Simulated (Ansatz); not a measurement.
# UPBE/cc-pVDZ run of Si3H7 (SMILES [SiH3][SiH][SiH3])

Aim: the energy change on altering one bond length of Si3H7 at UPBE/cc-pVDZ, from 2 runs. 

The results are computed with Ansatz 0.2.0.

26 further runs of the same task are left out: 26 set aside as unsound or not needed. Runs told in other sessions of the task aren't counted.

### Step 1. The structure to begin with

Si3H7 has 10 atoms, charge 0, and is taken as a doublet. SMILES: `[SiH3][SiH][SiH3]`. The shape is that of a PBE0-D4/def2-TZVP optimisation.

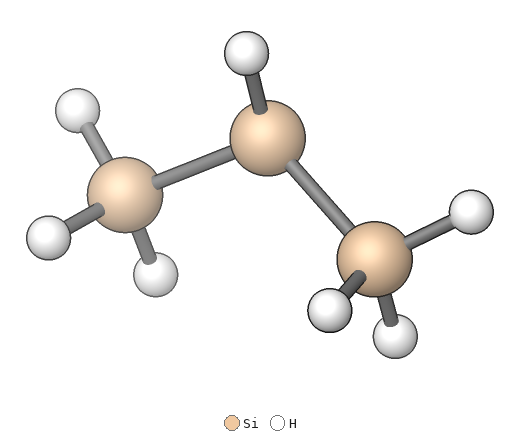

Viewed from a chosen angle; silicon light orange, hydrogen white.

### Step 2. The energy at UPBE/cc-pVDZ

The input, in.yaml:

```yaml
crystal:
  periodic: [false, false, false]
  atoms:
    - {symbol: Si, position_ang: [-1.326900, 0.854900, -1.209200]}
    - {symbol: Si, position_ang: [0.719400, -0.131600, -0.719600]}
    - {symbol: Si, position_ang: [1.000400, -1.003300, 1.416100]}
    - {symbol: H, position_ang: [-2.411900, -0.065200, -0.777100]}
    - {symbol: H, position_ang: [-1.443700, 1.089800, -2.673000]}
    - {symbol: H, position_ang: [-1.505500, 2.157900, -0.508900]}
    - {symbol: H, position_ang: [1.885800, 0.672200, -1.184600]}
    - {symbol: H, position_ang: [-0.178100, -1.849500, 1.741300]}
    - {symbol: H, position_ang: [1.115000, 0.064100, 2.449300]}
    - {symbol: H, position_ang: [2.228500, -1.840300, 1.468800]}
basis:
  gaussian:
    orbitals: cc-pVDZ
magnetization:
  spin_polarized: true
  initial_magnetization: 1
hamiltonian:
  xc: pbe
accuracy: high
output:
  orbitals: {seedname: orbitals}
```

Launch:

```
$ ansatz run in.yaml --threads 1 --pin off --max-ram 3480MiB --events-out events.jsonl --progress --plain --runs-dir runs
```

Output:

```text
Warning: RAYON_NUM_THREADS=1 ignored (pool sized by the plan → 1); use --threads N
Functional definition: PBE
  name "PBE"
  parameter kappa = 0.804
  parameter beta = 0.06672455060314922
  exchange = pbe_x(kappa = kappa, mu = beta*pi^2/3)
  correlation = pbe_c(beta = beta)
2120 factors; integrals over basis functions are off by at most 3.8e-9 eV
mean field evaluation 1: about -23731.1801 eV, gradient 1.1e1 eV
mean field evaluation 2: about -23732.0918 eV, gradient 6.6e0 eV
mean field evaluation 4: about -23732.4952 eV, gradient 3.3e-1 eV
mean field evaluation 8: about -23732.4853 eV, gradient 3.1e-2 eV
mean field evaluation 16: about -23732.4853 eV, gradient 3.9e-5 eV
mean field -23732.48529100 eV, -872.1527479879 hartree, gradient 3.0e-8 eV, S^2 0.753611; 0 other end points of the search recorded, 0 dependent functions left out
reference -23732.48529515 eV, -872.1527481404 hartree; 25, 24 occupied and 64, 65 virtual orbitals, 2120 factors
Total energy: -23732.48529515 eV, -872.1527481404 hartree
```

Run time: 12 s. Hardware: 1 thread of Intel Xeon Platinum 8375C at 2.90GHz (Ice Lake), shared host; peak memory 0.33 GiB.

### Step 3. The distorted shape

The input, run.yaml:

```yaml
crystal:
  periodic: [false, false, false]
  atoms:
    - symbol: Si
      position_ang: [-0.973336, 1.108770, -1.306764]
    - symbol: Si
      position_ang: [1.072964, 0.122270, -0.817164]
    - symbol: Si
      position_ang: [1.353964, -0.749430, 1.318536]
    - symbol: H
      position_ang: [-2.058336, 0.188670, -0.874664]
    - symbol: H
      position_ang: [-1.090136, 1.343670, -2.770564]
    - symbol: H
      position_ang: [-1.151936, 2.411770, -0.606464]
    - symbol: H
      position_ang: [2.239364, 0.926070, -1.282164]
    - symbol: H
      position_ang: [-0.178100, -1.849500, 1.741300]
    - symbol: H
      position_ang: [1.468564, 0.317970, 2.351736]
    - symbol: H
      position_ang: [2.582064, -1.586430, 1.371236]
basis:
  gaussian: {orbitals: cc-pVDZ}
magnetization: {spin_polarized: true, initial_magnetization: 1}
hamiltonian: {xc: {name: PBE}}
accuracy: high
output: {orbitals: {seedname: orbitals}}
```

Launch:

```
$ ansatz run run.yaml --threads 1 --pin off --max-ram 3480MiB --events-out events.jsonl --progress --plain --runs-dir runs
```

Output, shortened:

```text
Warning: RAYON_NUM_THREADS=1 ignored (pool sized by the plan → 1); use --threads N
[... 6 set-up lines as earlier in the session ...]
2107 factors; integrals over basis functions are off by at most 3.9e-9 eV
mean field evaluation 1: about -23730.4754 eV, gradient 1.1e1 eV
mean field evaluation 2: about -23731.2746 eV, gradient 6.3e0 eV
mean field evaluation 4: about -23731.6551 eV, gradient 3.5e-1 eV
mean field evaluation 8: about -23731.6443 eV, gradient 5.7e-2 eV
mean field evaluation 16: about -23731.6443 eV, gradient 5.6e-5 eV
mean field -23731.64429807 eV, -872.1218420677 hartree, gradient 2.0e-8 eV, S^2 0.753665; 0 other end points of the search recorded, 0 dependent functions left out
reference -23731.64430223 eV, -872.1218422208 hartree; 25, 24 occupied and 64, 65 virtual orbitals, 2107 factors
Total energy: -23731.64430223 eV, -872.1218422208 hartree
```

It took 12 s on 1 thread of Intel Xeon Platinum 8375C at 2.90GHz (Ice Lake), shared host; peak memory 0.32 GiB.

### Step 4. What came out

At UPBE/cc-pVDZ:

| quantity | value |
| --- | --- |
| first shape: total energy | -872.15275 Eh |
| first shape: HOMO energy (highest over α and β) | -5.06 eV |
| first shape: LUMO energy (lowest over α and β) | -3.62 eV |
| first shape: ⟨S²⟩ | 0.754 |
| distorted shape: total energy | -872.12184 Eh |
| distorted shape: HOMO energy (highest over α and β) | -5.14 eV |
| distorted shape: LUMO energy (lowest over α and β) | -3.69 eV |
| distorted shape: ⟨S²⟩ | 0.754 |
| energy change with the Si3–H8 bond stretched from 1.487 to 1.933 Å | 0.841 eV |

In words: With the Si3–H8 bond stretched from 1.487 to 1.933 Å the energy rises by 0.84 eV (81.1 kJ/mol). The first shape isn't relaxed at this level, so the change isn't measured from a minimum.
